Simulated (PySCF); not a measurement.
# C$_{4}$H$_{6}$NO, doublet, SMILES `C=C(C)C([NH])=O`: electronic structure

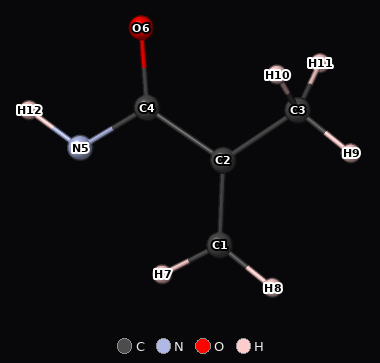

The molecule, with its atoms numbered as below. No frequency check shows the geometry to be a minimum.

Coordinates in Å:

```
C1       1.0875   -1.4497    0.0018
C2       0.7019   -0.1821    0.0004
C3       1.5974    1.0124   -0.0018
C4      -0.7524    0.1105    0.0003
N5      -1.5849   -0.8931   -0.0027
O6      -1.2553    1.2472    0.0025
H7       0.3471   -2.2347    0.0026
H8       2.1233   -1.7433    0.0021
H9       2.6420    0.7144   -0.0014
H10      1.3941    1.6271    0.8741
H11      1.3939    1.6238   -0.8803
H12     -2.5709   -0.6595   -0.0029
```

Part 1: Bonding charge

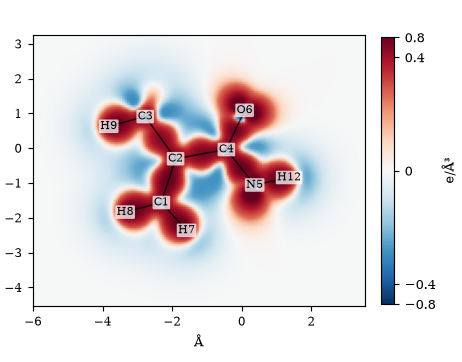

Deformation density (molecule less spherical, spin-averaged free atoms) in a plane through 10 of the atoms; colour scale in e/Å³, logarithmic beyond ±0.1; red: gain, blue: loss.

Computed with PySCF, B3LYP/def2-TZVP, geometry: GFN2-xTB. The stability of the open-shell solution wasn't checked. GFN2-xTB doesn't know the spin state, so this open-shell geometry is rough.

**Describe the bonding that the map shows.**

N5–H12: +0.87 e/Å³ at the bond critical point (bond length 1.01 Å, Mayer order 0.9). C1–C2: +0.81 e/Å³ at the bond critical point (bond length 1.32 Å, Mayer order 1.8). C1–H7: +0.79 e/Å³ at the bond critical point (bond length 1.08 Å, Mayer order 0.9). C1–H8: +0.77 e/Å³ at the bond critical point (bond length 1.08 Å, Mayer order 1.0). C3–H9: +0.72 e/Å³ at the bond critical point (bond length 1.09 Å, Mayer order 1.0). C4–N5: +0.68 e/Å³ at the bond critical point (bond length 1.30 Å, Mayer order 1.5). C2–C4: +0.61 e/Å³ at the bond critical point (bond length 1.48 Å, Mayer order 1.0). C4–O6: +0.58 e/Å³ at the bond critical point (bond length 1.24 Å, Mayer order 1.9). C2–C3: +0.53 e/Å³ at the bond critical point (bond length 1.49 Å, Mayer order 1.0). In all, 2.9 electrons gather in the regions of gain relative to the promolecule.

**Where do the Hirshfeld charges lie?**

The highest Hirshfeld charge is on C4 (+0.16 e), the lowest on O6 (−0.22 e).

Part 2: Local ionisation energy

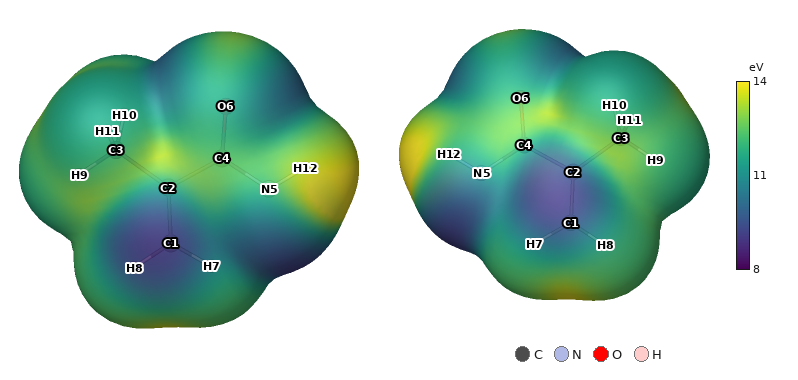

Average local ionisation energy on the surface of electron density 0.001 a.u. (back view left, front view right).

**Locate the minima of the map.**

The lowest value is 8.9 eV, off the C1–C2 bond (2.1 to 2.3 Å from its atoms), and at like points elsewhere. Further minima include 9.1 eV, 2.0 Å from N5; 10.0 eV, 1.9 Å from O6; 10.0 eV, 1.9 Å from O6. For comparison, the highest occupied orbital lies at −7.1 eV.

Part 3: Spin density

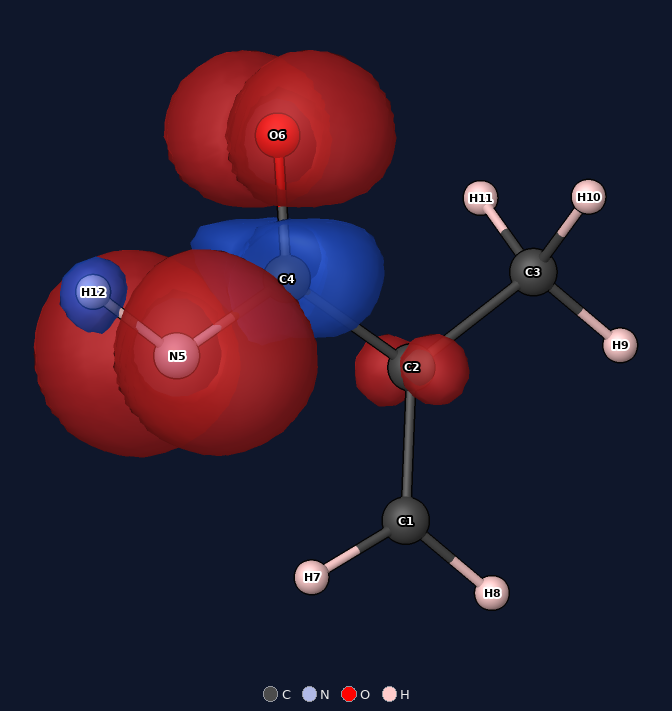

Spin density ρα − ρβ at ±0.02 e/Å³ (red: excess α, blue: excess β).

**How is the spin shared among the atoms?**

Hirshfeld spin populations: N5 +0.61 and O6 +0.34. ⟨S²⟩ = 0.77, against 0.75 for a pure state. The picture also shows regions of β spin from spin polarisation; the Hirshfeld sums, whose atoms overlap, net them against the α spin of neighbours.

Part 4: Removing or adding an electron

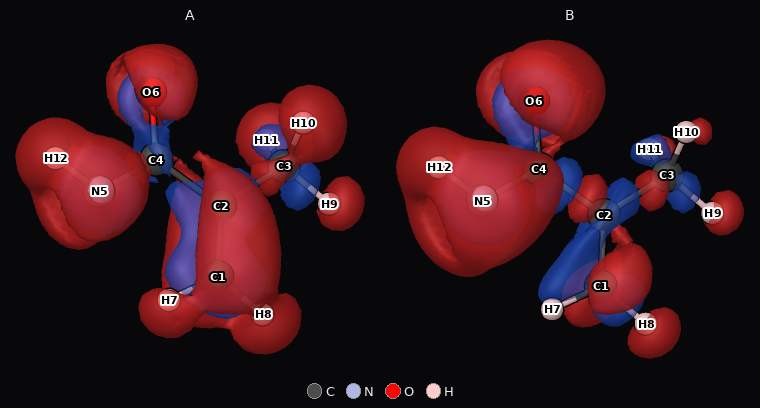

The two Fukui functions at ±0.015 e/Å³ (red positive, blue negative).

PySCF calculation, B3LYP/def2-SVPD, gas phase; geometry: GFN2-xTB. GFN2-xTB doesn't know the spin state, so this open-shell geometry is rough.

**Which panel is f⁻ (electron removed) and which f⁺ (electron added)?**

A is f⁻, B is f⁺. f⁻ (Hirshfeld-condensed) is largest on N5 (0.20), C1 (0.16) and O6 (0.12); the vertical ionisation energy is 10.63 eV (to the singlet cation, which needn't be its lowest state). f⁺ (Hirshfeld-condensed) is largest on N5 (0.29) and O6 (0.25); the vertical electron affinity is 2.49 eV (to the singlet anion, which needn't be its lowest state).
